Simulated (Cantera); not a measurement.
Input: 1 mol SO2, 0.17 mol O2, 6.5 mol H2, equilibrated at 1.33 mbar.

Method: chemical equilibrium by Gibbs-energy minimisation in Cantera with the NASA 1993 tables (ideal gas, pure condensed phases). Candidate condensed phases: H2O, H2SO4, S; 19 gas species. Kinetics and transport are ignored.

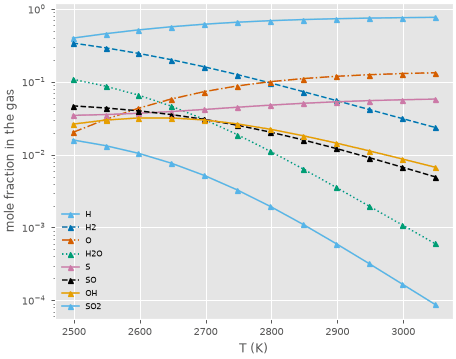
*Equilibrium gas composition (values under 1e-9 drawn at 1e-9)*

From 2498 K to 3048 K nothing is condensed.
